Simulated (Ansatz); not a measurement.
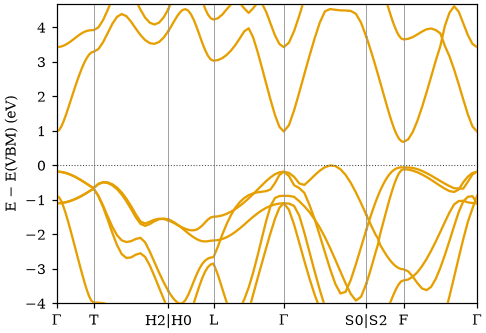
Fig. 1. Band structure from the program Ansatz at the LDA level (PAW)

The gap is 0.68 eV; an edge lies off the plotted path or next to a special point (maximum off the standard path, minimum at F).

The material is ZnSnN2 in space group R-3m (No. 166; Sn on 3a, Zn on 3b, N on 6c).

The cell is a constructed one: a structure type filled with these elements; neither database checked (COD, Materials Project) lists it. Its standing as an ambient phase is unchecked. Symmetry was held in the LDA relaxation; its stability against distortions is not shown here. Scalar-relativistic: spin–orbit coupling is off unless named, which matters more the heavier the elements.

Potentials: the later of the program's two PAW sets.
